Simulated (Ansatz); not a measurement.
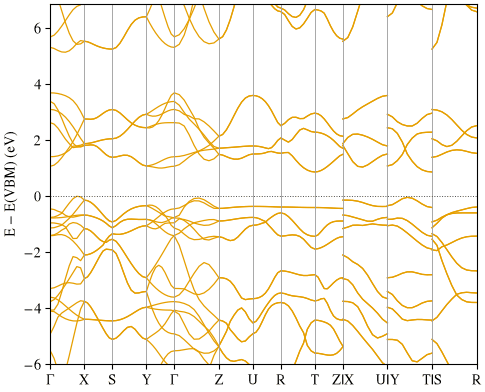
Figure: Band structure from the program Ansatz at the PBE level (PAW)

Question: Read off the gap and where the band edges lie.

Answer: About 0.9 eV (0.86 eV by a search for the band edges); maximum on the Γ–X line, 81 % of the way from Γ, minimum at T.

The material is FeS$_{2}$ in space group Pnnm (No. 58; Fe on 2a, S on 4g).

The PBE relaxation kept the symmetry of its start. The workflow began spin-polarised and lost its moments.

Potentials: the later of the program's two PAW sets.
